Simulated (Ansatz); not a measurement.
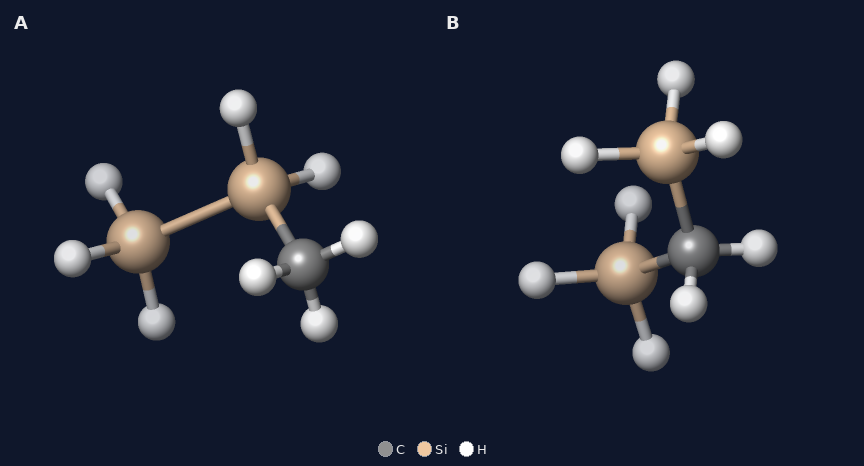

2 stationary structures of one formula. Geometries: PBE0-D4/def2-TZVP. Electronic energies: RHF-CCSD(T) (frozen core)/def2-TZVPP (Ansatz 0.2.0), without zero-point energy. No frequency run is at hand to confirm each as a minimum.

> Rank them by energy, lowest first.

B is lowest; A lies 2.7 kJ/mol above it. A is `C[SiH2][SiH3]`, B is `[SiH3]C[SiH3]`.
